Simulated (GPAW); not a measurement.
# Quasiparticle gap of CdTe (F-43m) in GPAW, part 2 of 2

Wanted: ground state, empty states, screening and self-energy for CdTe (F-43m).

GPAW 26.7.0; LDA and many-body steps on it, plane waves. Known limits of the many-body steps: not at the basis limit; no spin-orbit coupling; coarse k mesh.

So far. Step 3 (Bands along the symmetry lines): The gap is 0.608 eV, as in the run before at this level. Step 4 (Empty states on the mesh, 4×4×4 mesh, 786 bands): On this mesh the gap is 0.608 eV.

The database entry behind the starting cell differs from later determinations by our own check (an axis about 1.1 % short against later determinations), so it need not match the best structure at ambient conditions.

**5. Screening and self-energy, 4×4×4 mesh, 361 bands, screening to 180 eV**

Now the one-shot GW correction: screening in the RPA, then the self-energy of the levels asked for.

This step: G0W0 on LDA, plane waves, PAW.

File run.py:

```python
import json
import numpy as np
from gpaw.mpi import world
from gpaw.response.g0w0 import G0W0

gw = G0W0('full.gpw',
    filename='gw',
    kpts=[0],
    bands=(7, 11),
    ecut=180,
    nbands=361,
    integrate_gamma='WS',
    ppa=True)
gw.calculate()
res = {mode: {k: v for k, v in r.items() if k != 'sigma_eskwn'}
       for mode, r in gw.all_results.items()}

if world.rank == 0:
    with open('result.json', 'w') as f:
        json.dump(res, f, default=lambda x: x.tolist())
```

Started as:

```bash
mpirun -n 8 gpaw python run.py
```

Numbers of over 12 decimals in the logs are rounded to 6 here.

Output:

```text
Using integrator: PointIntegrator
FrequencyGridDescriptor(from 0.000+0.000j to 0.000+27.211j eV, 2 points)
Nonperiodic BCs:  [False False False]
Using integrator: PointIntegrator
FrequencyGridDescriptor(from 0.000+0.000j to 0.000+27.211j eV, 2 points)
Nonperiodic BCs:  [False False False]
  ___  _ _ _
 |   || | | |
 | | || | | |
 |__ ||_____|
 |___|

BZ k-points: Symmetries present (total): 24

  [... matrices ...]
64 k-points: 4 x 4 x 4 Monkhorst-Pack grid + [1/8,1/8,1/8]
8 k-points in the irreducible part of the Brillouin zone
       k-points in crystal coordinates                weights
   0:     0.00000000    0.00000000    0.00000000          1/64
   1:     0.25000000    0.25000000    0.00000000          6/64
   2:     0.25000000    0.25000000    0.25000000          8/64
   3:     0.50000000    0.25000000   -0.25000000          6/64
   4:     0.50000000    0.25000000    0.25000000         12/64
   5:     0.50000000    0.50000000    0.00000000          3/64
   6:     0.50000000    0.50000000    0.25000000         24/64
   7:     0.50000000    0.50000000    0.50000000          4/64

Distributing spins, k-points and bands (1 x 1 x 4) over 8 processes
Number of blocks: 1

Quasi particle states:
k-points (IBZ indices): [0]
Band range: (7, 11)
  [... matrices ...]
Computational parameters:
Plane wave cut-off: 180 eV
Number of bands: 361
Coulomb cutoff: None
Broadening: 0.1 eV

fxc modes: GW
Kernel: RPA
Using Godby-Needs plasmon-pole approximation:
  Fitting energy: i*E0, E0 = 1.000 Hartree
Summing all q:

Calculating screened Coulomb potential
No Coulomb truncation
FrequencyGridDescriptor(from 0.000+0.000j to 0.000+27.211j eV, 2 points)
Removing empty qpoint cache files...

Calculating chi0 body with:
    Ground state adapter containing:
    Number of spins: 1
    Number of kpoints: 64
    Number of irreducible kpoints: 8
    Number of completely occupied states: 9
    Number of partially occupied states: 9
    Occupied states memory: 1.8984375 M / cpu

    Linear response parametrization:
    q_c: [0.0, 0.0, 0.0]
    Number of frequency points: 2
    Planewave cutoff: 180.0
    Number of bands: 361
    Number of planewaves: 339
    Broadening (eta): 1e-06
    comm.size: 8
    kncomm.size: 8
    blockcomm.size: 1

    Memory estimate of potentially large arrays:
        chi0_wGG: 3.507111 M / cpu
Integrating chi0 body.

Symmetries of q_c:
    Direct symmetries (Uq -> q): 24
    Indirect symmetries (TUq -> q): 24
In total 48 allowed symmetries.

  [... matrices ...]
8 groups of equivalent kpoints. 87.5% reduction.

Integral kind: response function
Integrating chi0 head and wings.

Symmetries of q_c:
    Direct symmetries (Uq -> q): 24
    Indirect symmetries (TUq -> q): 24
In total 48 allowed symmetries.

  [... matrices ...]
8 groups of equivalent kpoints. 87.5% reduction.

Integral kind: response function wings

Calculating chi0 body with:
    Ground state adapter containing:
    Number of spins: 1
    Number of kpoints: 64
    Number of irreducible kpoints: 8
    Number of completely occupied states: 9
    Number of partially occupied states: 9
    Occupied states memory: 1.8984375 M / cpu

    Linear response parametrization:
[... the further q-points ...]

Results:
f:      Occupation numbers
eps:     KS-eigenvalues [eV]
vxc:     KS vxc [eV]
exx:     Exact exchange [eV]
sigma:   Self-energies [eV]
dsigma:  Self-energy derivatives
Z:       Renormalization factors
qp:      QP-energies [eV]

k-point 0 (0): (0.000, 0.000, 0.000)                GW
band       f     eps     vxc     exx   sigma  dsigma       Z      qp
                                                                   GW
   7   1.000   3.777 -16.571 -18.178   1.194  -0.264   0.791   3.451
   8   1.000   3.777 -16.571 -18.178   1.194  -0.264   0.791   3.451
   9   0.000   4.385 -13.972  -9.625  -3.590  -0.245   0.803   4.993
  10   0.000   8.267 -11.406  -6.804  -4.175  -0.256   0.796   8.607
```

It took 1.8 min on 8 MPI ranks of Arm Neoverse V2, shared host; peak memory 3 GiB.

Numbers from this step:

| Item | Value |
| --- | --- |
| G0W0 gap on the points computed | 1.542 eV |
| least direct G0W0 gap on the computed points | 1.542 eV |
| Z at the valence top | 0.7909 |
| Z at the conduction bottom | 0.8031 |
| starting gap on the mesh | 0.6080 eV |
| k of the valence top | 0, 0, 0 |
| k of the conduction bottom | 0, 0, 0 |

The gap on the mesh goes from 0.61 eV to 1.54 eV, a correction of +0.93 eV.

Limits: finite bands, cutoff and mesh; no spin-orbit coupling; coarse k mesh. v1 is the top filled band, c1 the lowest empty one. The levels before and after the correction (eV, zero at the valence-band top of each column):

```tsv
	conduction bottom	valence top
Kohn-Sham	0.61	0.00
G0W0	1.54	0.00
```

```tsv
	level	energy (eV)
Kohn-Sham	Γ v2-v1	0.000
Kohn-Sham	Γ c1	0.608
Kohn-Sham	Γ c2	4.490
G0W0	Γ v2-v1	0.000
G0W0	Γ c1	1.542
G0W0	Γ c2	5.156
```

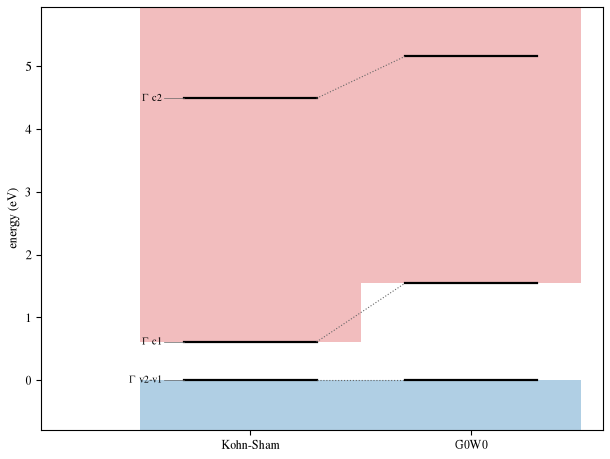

Levels before and after the correction. Shaded: valence and conduction bands.

**6. Where the time went**

Times are wall times on 8 MPI ranks of Arm Neoverse V2, shared host, good to a factor of about two.

```tsv
step	time	share	memory (GiB)
ground state	3 s	3 %	1.2
bands along the symmetry lines	4.6 s	4 %	1.3
empty states on the mesh	6.2 s	5 %	2.4
screening and self-energy	1.8 min	88 %	3.0
```

**7. What came out**

| Property | Result |
| --- | --- |
| LDA gap | 0.61 eV, direct |
| G0W0 gap on the mesh | 1.54 eV |
| GW settings | 4×4×4 mesh, 361 bands, screening to 180 eV, Godby-Needs plasmon pole |
| known limits | not at the basis limit; no spin-orbit coupling; coarse k mesh |

In words: G0W0 moves the gap on the mesh from 0.61 eV to 1.54 eV (+0.93 eV), with Z of 0.79 and 0.80 at the edges. Only 1 of the mesh's irreducible points was corrected, so a valley elsewhere could overtake. The dearest step here is «screening and self-energy». Bands and cutoff are finite, so the gap is not at the basis limit. The miss can reach some tenths of an eV and take either sign; the mesh is an error of its own. These stock PAW sets were not made for GW; the filled d or f shell of Te lies in the frozen core, which bears on start and correction. In the G0W0 run levels were corrected at 1 k point alone, so a gap called «on the mesh» is the least over those, and an edge elsewhere would be missed. The 4×4×4 mesh is coarse for this cell, which bears on the long-range parts of exchange and screening. The many-body steps are scalar-relativistic: spin-orbit coupling is not in them.

[Paths, hosts, dates, memory and timing lines, banners, echoed tables and standing remarks are left out of the program output.]

[Logs are printed without paths, hosts, clocks, repeated set-up lines and the standing remarks that a program may print on its own settings, such as how far it seeks lower states.]

[Runs of the session that timed out or met a known fault of the program may be left out.]

[Hosts, paths, dates, database ids (printed as entryN), source tags and the programs' standing remarks are cut or masked in the printed files.]
